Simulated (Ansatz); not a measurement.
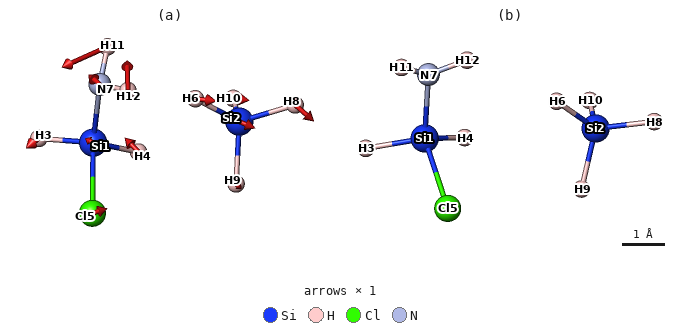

The structure of Si$_{2}$NH$_{8}$Cl before (left) and after (right) a relaxation, at one scale. The red arrows give the displacements, at their true length.

The picture is a ball-and-stick view, seen at a tilt.

The run prepares an end point of a later path (reaction) calculation, from a guessed geometry.

Level of theory: UKS B3LYP-D4/cc-pVDZ (Ansatz 0.2.0).

The input:
```yaml
crystal:
  periodic: [false, false, false]
  atoms:
    - { symbol: Si, position_ang: [-1.310369, 0.57358, -0.802953] }
    - { symbol: Si, position_ang: [1.035009, -1.23825, 1.1182] }
    - { symbol: H, position_ang: [-2.183825, 0.627339, -2.007209] }
    - { symbol: H, position_ang: [-1.173173, -0.847559, -0.372192] }
    - { symbol: Cl, position_ang: [-2.24278, 1.581597, 0.779324] }
    - { symbol: H, position_ang: [1.111938, 0.033705, 0.430446] }
    - { symbol: "N", position_ang: [0.184764, 1.493102, -1.134183] }
    - { symbol: H, position_ang: [2.261135, -1.437257, 1.954571] }
    - { symbol: H, position_ang: [-0.167233, -1.295831, 2.001185] }
    - { symbol: H, position_ang: [0.964453, -2.327984, 0.097277] }
    - { symbol: H, position_ang: [0.844541, 1.052026, -1.773394] }
    - { symbol: H, position_ang: [0.675541, 1.785531, -0.291073] }
magnetization:
  spin_polarized: true
basis:
  gaussian: { orbitals: cc-pVDZ }
hamiltonian:
  xc: b3lyp
  dispersion: d4
relax:
  f_tol: 0.03
  max_steps: 50
```

Command:
```bash
ansatz run input.yaml --threads 4 --pin off --max-ram 5120MiB --backend cpu --events-out ev --progress --plain --runs-dir out
```

### What changed between the two?

The atom that moves furthest after the best rigid fit is H11 (1.49 Å). Largest moves by element: H 1.49 Å, N 0.49 Å, Si 0.43 Å, Cl 0.40 Å. Among the contacts that change: Si1–N7 1.786 → 1.731 Å, Si2–H6 1.448 → 1.497 Å, Si1–Cl5 2.095 → 2.121 Å. Bond angles that change, for instance: Cl5–Si1–N7 105.4° → 115.1°, H4–Si1–N7 117.8° → 108.3°, H3–Si1–H4 108.8° → 113.5°. The energy falls by 36.3 kJ/mol in 29 accepted moves (32 points after the start). The largest force component goes from 1.1 to 0.019 eV/Å. The line search rejected the trial steps at points 3, 11, 30 of the run. The forces were under the threshold at step 19, but the run went on from there. Cost: 2.5 min on 4 threads of Arm Neoverse N1 (shared host), peak memory 0.37 GiB.
